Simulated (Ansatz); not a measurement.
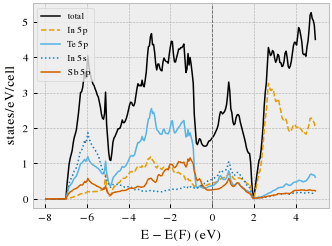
Figure: Total and projected density of states of In3SbTe2 in space group Immm (No. 71; In on 2a, In on 4i, Sb on 2d, Te on 4j), r²SCAN in the plane-wave PAW code Ansatz

**Question.** Which orbitals carry the states next to the Fermi level?

**Answer.** Within 0.5 eV of the Fermi level: In 5s 31 %, In 5p 24 %, Te 5p 23 %, Sb 5p 16 %. Projections are on Löwdin-orthogonalised atomic valence shells; empty p or d shells of many metals are not among them.

**Question.** Where is the tallest occupied peak in this window, and what makes it?

**Answer.** Near -2.9 eV, about 4.7 states/eV per cell; the largest projected share is Te 5p.

The first step of the workflow began from a Materials Project structure, measured or hypothetical; the Crystallography Open Database copy checked does not list it. Whether it is the stable phase at ambient conditions was not checked. The r²SCAN relaxation kept the symmetry of its start; whether a distortion lowers the energy is not shown. Spin–orbit coupling is left out wherever it is not named.

Potentials: the later of the program's two PAW sets.
